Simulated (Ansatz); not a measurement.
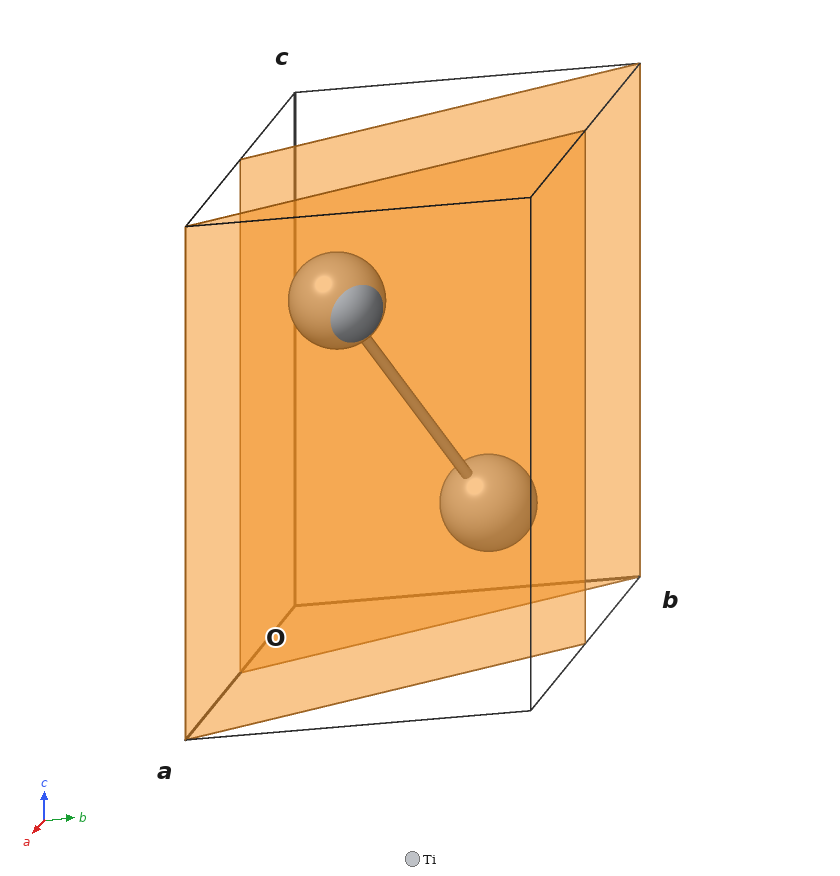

For Ti, a calculation's input that goes back to an entry of the Crystallography Open Database (an earlier step may have relaxed or displaced it): every member of one family of equally spaced planes, hx + ky + lz = a whole number, that cuts the unit cell is shaded (one member passes through the origin O, touching the cell only at an edge or corner). The drawing is computed from the coordinates (standard cell, symmetry found to 0.002 Å).

a = 2.950 Å, b = 2.950 Å, c = 4.686 Å, α = 90.00°, β = 90.00°, γ = 120.00°.

What are the Miller indices?

Answer. (2 1 0), in four indices (2 1 −3 0); the opposite sign names the same planes. The member next to the origin meets the axes a at 1/2, b at 1, c never.

What is the spacing?

Answer. d = 0.966 Å.

Which atoms of the cell lie in these planes (within 0.03 Å)?

Answer. No atom.

The space group is P6₃/mmc, No. 194. How many reflections hkl are equivalent to this one (itself included), and does it occur?

Answer. 12 reflections are equivalent in the Laue class 6/mmm. The space group allows the reflection.
